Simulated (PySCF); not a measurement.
**C$_{5}$H$_{11}$BSi: density, localisation and related maps**

Input file:

```
{"job": {"kind": "nmr", "xc": "BP86", "basis": "pcSseg-1", "pop": false}, "charge": 0, "multiplicity": 1}
B      1.330547    -1.149056    -0.076793
C      0.269792     0.516031    -0.457831
C      1.560444     0.595094     0.030477
C      1.949351    -0.213322     1.166364
Si    -0.949576     1.243180    -1.618003
C     -1.114563     0.639543     0.173589
C     -1.966168    -0.569748     0.520108
H      2.019831    -1.575774    -0.965793
H      0.363559    -1.758572     0.285910
H      2.348446     0.921886    -0.656309
H      1.287262    -0.235267     2.036400
H      3.017456    -0.243098     1.396306
H     -0.887148     2.686723    -1.956710
H     -1.532493     0.384804    -2.676191
H     -1.133220     1.413067     0.957272
H     -1.580874    -1.082003     1.418012
H     -3.005886    -0.265716     0.719181
H     -1.976758    -1.307771    -0.295989
```

Launched as:

```sh
OMP_NUM_THREADS=1 python ens_run.py task.json out
```

Geometry: B3LYP-D3(BJ)/def2-SVP.

All numbers below come from PySCF 2.14.0, BP86/pcSseg-1, SCF density, gas phase, non-relativistic.

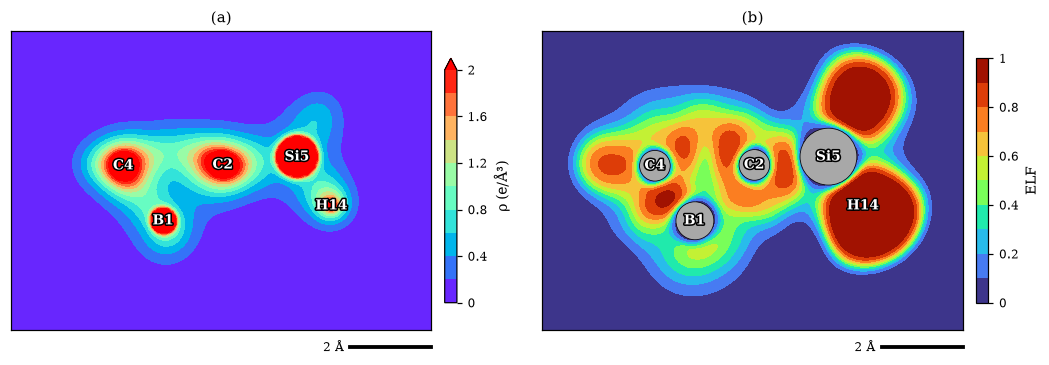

Figure 1. (a) total electron density; (b) electron localisation function on the plane of atoms C2, Si5 and H14. Grey discs cover the atomic cores in the ELF map.

Question: What does the map show?

Answer: Atoms in the plane: B, C, Si and H. C–B (1.67 Å): ρ at the midpoint is about 1.1 e/Å³, with its minimum of 0.94 e/Å³ about 1.1 Å from C; the ELF peaks at about 0.90 between the atoms (a covalent bond). C–Si (1.83 Å): the density is about 0.87 e/Å³ at the midpoint; the ELF peaks at about 0.85 between the atoms, as expected for a covalent bond.

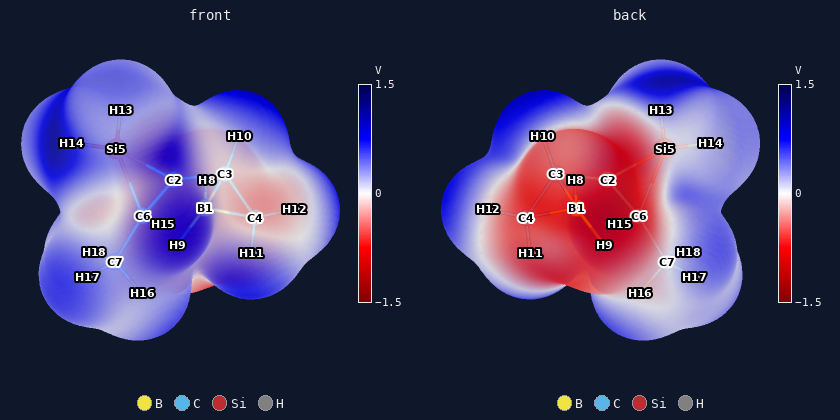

Figure 2. The electrostatic potential painted on the density surface at 0.002 e/bohr³, seen from the front and from behind; red is negative and blue positive.

Question: Which sites attract a positive test charge, and which a negative one?

Answer: A positive charge is drawn to the negative regions and a negative charge to the positive ones. The most negative region (about −0.9 V, or −21 kcal/mol for a unit charge) lies over H8, the most positive (about +1.1 V, or +25 kcal/mol for a unit charge) over Si5.

Question: What dipole moment does the calculation give?

Answer: Its dipole moment is 1.78 D.
